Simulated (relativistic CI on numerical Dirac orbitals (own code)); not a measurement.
# I⁺: one ion under different settings

How much do the settings matter for I⁺? One ion, several inputs.

Program: relativistic CI on numerical Dirac orbitals (own code) version 3. Level of theory: Dirac-Coulomb-Breit CI, KLI orbitals optimised for each configuration, model QED (radiative potential, 1s self-energy scaled to tabulated hydrogen-like ionisation energies), numerical settings as typed. These are calculated values, not measurements, unless marked.

## (1) The atom as given

```
ion            : I⁺ (I II)
nuclear charge : 53
electrons      : 52
isotope        : A = 127
```

## (2) The usual input

Settings, as recorded:

```ini
atom I  Z=53  charge=1  electrons=52
nucleus A=127  rms_radius_fm=4.7500
hamiltonian dirac-coulomb  breit=on  qed=on  c_scale=1
orbitals kli  potential=per-configuration
slater_scale 1
correlation none
mixing on
grid step=0.0125 r_max=100.6
scf mixing=0.4 start=green max_iterations=150 tolerance=2e-08 node_fill=0.05
configurations
  [Kr] 4d10 5s2 5p4
  [Kr] 4d10 5s2 5p3 5d
end
```

Started as:

```bash
$ python run_levels.py task.json out
```

task.json lists these runs, among others, and the program works through them in turn.

## (3) End of the grid 50.3, node fill 0.5, grid step 0.008

Settings: those of step 2 with these lines changed.

```diff
@@ -7,4 +7,4 @@
 mixing on
-grid step=0.0125 r_max=100.6
-scf mixing=0.4 start=green max_iterations=150 tolerance=2e-08 node_fill=0.05
+grid step=0.008 r_max=50.3
+scf mixing=0.4 start=green max_iterations=150 tolerance=2e-08 node_fill=0.5
 configurations
```

## (4) Start potential bare, tolerance 0.0001, grid step 0.006

Settings: those of step 3 with these lines changed.

```diff
@@ -7,4 +7,4 @@
 mixing on
-grid step=0.008 r_max=50.3
-scf mixing=0.4 start=green max_iterations=150 tolerance=2e-08 node_fill=0.5
+grid step=0.006 r_max=100.6
+scf mixing=0.4 start=bare max_iterations=150 tolerance=0.0001 node_fill=0.05
 configurations
```

## (5) Breit term off

Settings, as recorded:

```ini
atom I  Z=53  charge=1  electrons=52
nucleus A=127  rms_radius_fm=4.7500
hamiltonian dirac-coulomb  breit=off  qed=on  c_scale=1
orbitals kli  potential=per-configuration
slater_scale 1
correlation none
mixing on
grid step=0.0125 r_max=100.6
scf mixing=0.4 start=green max_iterations=150 tolerance=2e-08 node_fill=0.05
configurations
  [Kr] 4d10 5s2 5p4
  [Kr] 4d10 5s2 5p3 5d
end
```

## (6) Start potential thomas-fermi

Settings, as recorded:

```ini
atom I  Z=53  charge=1  electrons=52
nucleus A=127  rms_radius_fm=4.7500
hamiltonian dirac-coulomb  breit=on  qed=on  c_scale=1
orbitals kli  potential=per-configuration
slater_scale 1
correlation none
mixing on
grid step=0.0125 r_max=100.6
scf mixing=0.4 start=thomas-fermi max_iterations=150 tolerance=2e-08 node_fill=0.05
configurations
  [Kr] 4d10 5s2 5p4
  [Kr] 4d10 5s2 5p3 5d
end
```

## (7) Potential mixing 1.8

Settings: those of step 6 with these lines changed.

```diff
@@ -8,3 +8,3 @@
 grid step=0.0125 r_max=100.6
-scf mixing=0.4 start=thomas-fermi max_iterations=150 tolerance=2e-08 node_fill=0.05
+scf mixing=1.8 start=green max_iterations=71 tolerance=2e-08 node_fill=0.05
 configurations
```

(Steps that only read results are left out.)

Q: Predict the outcome of this session. Wanted: lowest level, usual settings; total energy; first excitation.

**Answer**, as computed:

| setting | total energy less usual (Ha) | largest shift of a level among the lowest eight of both runs, same label and place (cm⁻¹) | SCF iterations | time | lowest level | kind of change |
| --- | --- | --- | --- | --- | --- | --- |
| usual | 0 | 0 | 23 | 0.16 s | 5p4 3P2 | - |
| end of the grid 50.3, node fill 0.5, grid step 0.008 | 0.0524 | 598 | 23 | 0.25 s | 5p4 3P2 | numerical |
| start potential bare, tolerance 0.0001, grid step 0.006 | -0.000129 | 0.0194 | 28 | 0.43 s | 5p4 3P2 | numerical |
| Breit term off | -5.41 | 167 | 23 | 0.15 s | 5p4 3P2 | model term |
| start potential thomas-fermi | 0 | 0 | 23 | 0.16 s | 5p4 3P2 | numerical |
| potential mixing 1.8 | 0 | 0 | 27 | 0.19 s | 5p4 3P2 | extreme, harmless here |

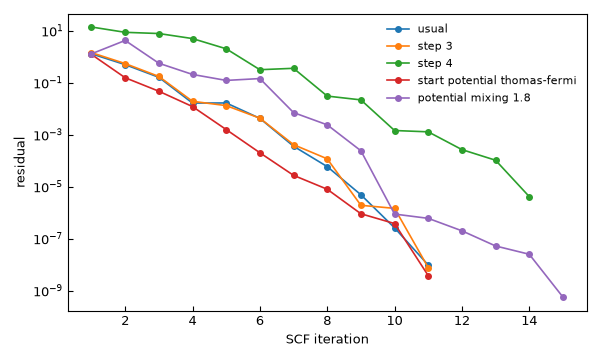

Residual of the first configuration's SCF.

```
                    quantity          value
lowest level, usual settings        5p4 3P2
                total energy  -7106.4238 Ha
            first excitation    6966.0 cm⁻¹
```

Among the runs whose levels can be followed, they move most under «end of the grid 50.3, node fill 0.5, grid step 0.008» (numerical), by up to 598 cm⁻¹. No visible change in the result comes from «start potential thomas-fermi» or «potential mixing 1.8». Only the listed configurations are in the model. In a near-neutral ion this small CI can misplace whole configurations by 10,000 cm⁻¹ or more.
